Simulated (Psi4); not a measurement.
**UBP86/def2-TZVP (density fitting, core potential, sweep point 3) run of SnH2ClO2 (SMILES [OH][Sn]([OH])[Cl])**

Aim: the vertical ionisation energy of SnH2ClO2 at UBP86/def2-TZVP (density fitting, core potential, sweep point 3), from 2 runs. 

The results are computed with Psi4 1.11.

4 further runs of the same task are left out: 4 set aside as unsound or not needed. Runs told in other sessions of the task aren't counted.

### Step 1. The system as given

SnH2ClO2: 6 atoms, total charge 0, spin state doublet. As SMILES, `[OH][Sn]([OH])[Cl]`. Geometry: relaxed at PBE0-D4/def2-TZVP. This is one conformer, not always the lowest.

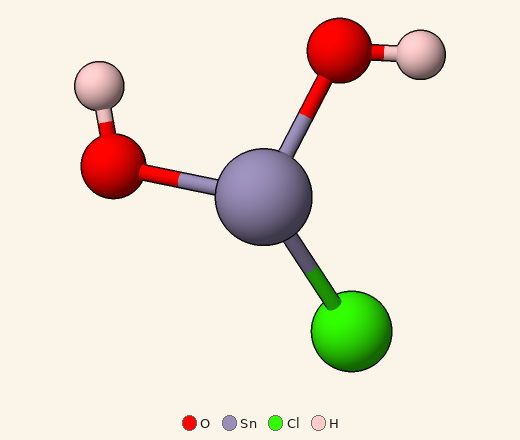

The structure, seen from a chosen angle (oxygen red, tin purple, chlorine green, hydrogen pink).

### Step 2. A single-point energy at UBP86/def2-TZVP (density fitting, core potential, sweep point 3)

input.in

```
memory 1600 mb

molecule m {
  0 2
  O     -0.447400     1.400500    -0.158300
  Sn     0.371800    -0.318200    -0.659700
  O      1.256500    -0.847900     1.007700
  Cl    -1.328200    -1.877100    -1.106600
  H     -1.182700     1.666400    -0.718500
  H      1.372100    -0.087800     1.589200
  units angstrom
  symmetry c1
}

set {
  basis                def2-TZVP
  reference            uks
  puream               true
  scf_type             df
  dft_radial_points    35
  dft_spherical_points 110
  maxiter              100
}

e_tot, wfn = energy('bp86', return_wfn=True)
```

On the command line:

```console
psi4 input.in input.out -n 1
```

input.out:

```text
[...]
    !!!  WARNING: ECP capability is in beta. Please check occupations closely.  !!!
[...]
  Running in c1 symmetry.
[...]
  Nuclear repulsion =  256.603148415413614
[...]
  Multiplicity = 2
[...]
  Nalpha       = 29
  Nbeta        = 28
[...]
    Number of basis functions: 161
[...]
 WARNING: Atomic UHF is not converging! Try casting from a smaller basis or call Rob at CCMST.
   -------------------------
[...]
   @DF-UKS iter   1:  -825.63188295151951   -7.12744e-01   8.92280e-03 DIIS/ADIIS
[...]
   @DF-UKS iter  12:  -826.46932310126169   -1.53636e-08   2.80201e-07 DIIS
[...]
   @S^2 Observed:                7.518586905E-01
[...]
    Orbital Energies [Eh]
    ---------------------
    Alpha Occupied:
       1A   -100.712017     2A    -18.787796     3A    -18.786342
       4A     -9.175526     5A     -6.996348     6A     -6.989257
       7A     -6.989025     8A     -4.931756     9A     -3.313757
      10A     -3.311095    11A     -3.309882    12A     -0.997917
      13A     -0.989234    14A     -0.977424    15A     -0.974575
      16A     -0.973863    17A     -0.908294    18A     -0.885760
      19A     -0.739352    20A     -0.499583    21A     -0.446166
      22A     -0.392960    23A     -0.333967    24A     -0.324224
      25A     -0.313225    26A     -0.292172    27A     -0.286180
      28A     -0.281122    29A     -0.223974
    Alpha Virtual:
[...]
  @DF-UKS Final Energy:  -826.46932310126169
   => Energetics <=
    Nuclear Repulsion Energy =            256.6031484154136137
    One-Electron Energy =               -1732.5564570965523217
    Two-Electron Energy =                 713.9568211438407843
    DFT Exchange-Correlation Energy =     -64.4728355639638266
    Empirical Dispersion Energy =           0.0000000000000000
    VV10 Nonlocal Energy =                  0.0000000000000000
    Total Energy =                       -826.4693231012616934
  UHF NO Occupations:
  HONO-2 :   27  A 1.9998694
  HONO-1 :   28  A 1.9994498
[...]
 Multipole Moments:
 ------------------------------------------------------------------------------------
     Multipole            Electronic (a.u.)      Nuclear  (a.u.)        Total (a.u.)
 ------------------------------------------------------------------------------------
 L = 1.  Multiply by 2.5417464519 to convert [e a0] to [Debye]
 Dipole X            :         21.2866172          -21.0470458            0.2395714
 Dipole Y            :          9.7410714           -8.9500208            0.7910506
 Dipole Z            :        -10.8458875           10.4396359           -0.4062516
 Magnitude           :                                                    0.9209755
[...]
```

It took 7.2 s on 1 thread of Intel Xeon Platinum 8259CL at 2.50GHz (Skylake/Cascade Lake), shared host; peak memory 0.4 GiB.

### Step 3. The singlet cation, same level

calc.dat

```
memory 1600 mb

molecule {
  1 1
  O     -0.447400     1.400500    -0.158300
  Sn     0.371800    -0.318200    -0.659700
  O      1.256500    -0.847900     1.007700
  Cl    -1.328200    -1.877100    -1.106600
  H     -1.182700     1.666400    -0.718500
  H      1.372100    -0.087800     1.589200
  symmetry c1
}

set basis def2-TZVP
set puream true
set scf_type df
set dft_radial_points 35
set dft_spherical_points 110

energy('bp86')
```

On the command line:

```console
psi4 calc.dat calc.out -n 1
```

calc.out:

```text
[...]
    !!!  WARNING: ECP capability is in beta. Please check occupations closely.  !!!
[...]
  Running in c1 symmetry.
[...]
  Nuclear repulsion =  256.603148415413614
[...]
  Multiplicity = 1
[...]
  Nalpha       = 28
  Nbeta        = 28
[...]
    Number of basis functions: 161
[...]
 WARNING: Atomic UHF is not converging! Try casting from a smaller basis or call Rob at CCMST.
   -------------------------
[...]
   @DF-RKS iter   1:  -825.27823019304810   -3.59091e-01   8.70529e-03 ADIIS/DIIS
[...]
   @DF-RKS iter  12:  -826.13540804207673   -7.14899e-08   2.85970e-07 DIIS
[...]
    Orbital Energies [Eh]
    ---------------------
    Doubly Occupied:
       1A   -100.949336     2A    -19.024412     3A    -19.024110
       4A     -9.410037     5A     -7.233359     6A     -7.222829
       7A     -7.222180     8A     -5.192061     9A     -3.575989
      10A     -3.570027    11A     -3.568776    12A     -1.250203
      13A     -1.243797    14A     -1.236354    15A     -1.231946
      16A     -1.231119    17A     -1.134425    18A     -1.113133
      19A     -0.959833    20A     -0.725331    21A     -0.666179
      22A     -0.613806    23A     -0.553141    24A     -0.542823
      25A     -0.530342    26A     -0.506482    27A     -0.500597
      28A     -0.498294
[...]
  @DF-RKS Final Energy:  -826.13540804207673
   => Energetics <=
    Nuclear Repulsion Energy =            256.6031484154136137
    One-Electron Energy =               -1719.0067938151864837
    Two-Electron Energy =                 700.3962444770992306
    DFT Exchange-Correlation Energy =     -64.1280071194032075
    Empirical Dispersion Energy =           0.0000000000000000
    VV10 Nonlocal Energy =                  0.0000000000000000
    Total Energy =                       -826.1354080420767332
[...]
 Multipole Moments:
 ------------------------------------------------------------------------------------
     Multipole            Electronic (a.u.)      Nuclear  (a.u.)        Total (a.u.)
 ------------------------------------------------------------------------------------
 L = 1.  Multiply by 2.5417464519 to convert [e a0] to [Debye]
 Dipole X            :         21.2807927          -21.0470458            0.2337469
 Dipole Y            :          9.7476712           -8.9500208            0.7976504
 Dipole Z            :        -10.9241997           10.4396359           -0.4845638
 Magnitude           :                                                    0.9621257
[...]
```

Wall time 6 s (1 thread of Intel Xeon Platinum 8259CL at 2.50GHz (Skylake/Cascade Lake), shared host); peak memory 0.39 GiB.

### Step 4. Summary of results

At UBP86/def2-TZVP (density fitting, core potential, sweep point 3):

| quantity | value |
| --- | --- |
| doublet SnH2ClO2: total energy | -826.46932 Eh |
| doublet SnH2ClO2: dipole moment | 2.34 D |
| doublet SnH2ClO2: HOMO energy (highest over α and β) | -6.09 eV |
| doublet SnH2ClO2: LUMO energy (lowest over α and β) | -5.28 eV |
| doublet SnH2ClO2: ⟨S²⟩ | 0.752 |
| singlet cation: total energy | -826.13541 Eh |
| singlet cation: HOMO energy | -13.56 eV |
| singlet cation: LUMO energy | -12.07 eV |
| singlet cation: HOMO–LUMO gap | 1.49 eV |
| vertical ionisation energy (to the singlet cation) | 9.086 eV |

**Reading.** Removing an electron at fixed nuclei costs 9.09 eV (210 kcal/mol). Only the singlet of the ionised species was computed; a triplet could lie lower.
